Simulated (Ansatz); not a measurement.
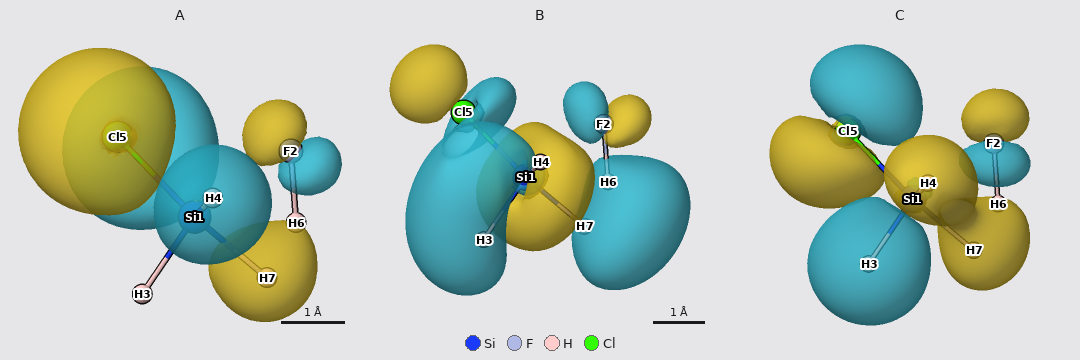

The picture shows: ClH$_{3}$Si···HF. Three frontier orbitals at ±0.08 Å⁻³ᐟ² (yellow and cyan are the two phases), in no order.

A transition-state structure; geometry: PBE0-D4/def2-TZVP.

All numbers below come from RKS PBE0-D4/def2-TZVPP in Ansatz 0.2.0.

```yaml
atoms:
  - { symbol: Si, position_ang: [-0.2627, -0.2564, -0.2330] }
  - { symbol: F, position_ang: [0.3989, 0.3497, 1.4761] }
  - { symbol: H, position_ang: [-0.2648, -0.3173, -1.7194] }
  - { symbol: H, position_ang: [-0.1357, -1.6444, 0.2437] }
  - { symbol: Cl, position_ang: [-2.0396, 0.7046, 0.0936] }
  - { symbol: H, position_ang: [1.0977, 0.6111, 0.5632] }
  - { symbol: H, position_ang: [1.2061, 0.5527, -0.4242] }
```

### Order the three orbitals by energy and name them.

A is the HOMO−1 (−9.50 eV). Its weight (Hirshfeld) is mainly on Cl5 (about 75 %), Si1 (about 10 %) and H4 (about 5 %); largely a lone pair of Cl5. C is the HOMO (−8.65 eV). By Hirshfeld shares it lies mainly on Cl5 (about 40 %), H3 (about 20 %), Si1 (about 20 %) and F2 (about 10 %). B is the LUMO (−0.38 eV). Its weight (Hirshfeld) is mainly on Si1 (about 40 %), H6 (about 15 %), H7 (about 15 %), Cl5 (about 10 %), H3 (about 10 %) and F2 (about 5 %).

### What is the HOMO–LUMO gap?

8.27 eV between the orbital energies.
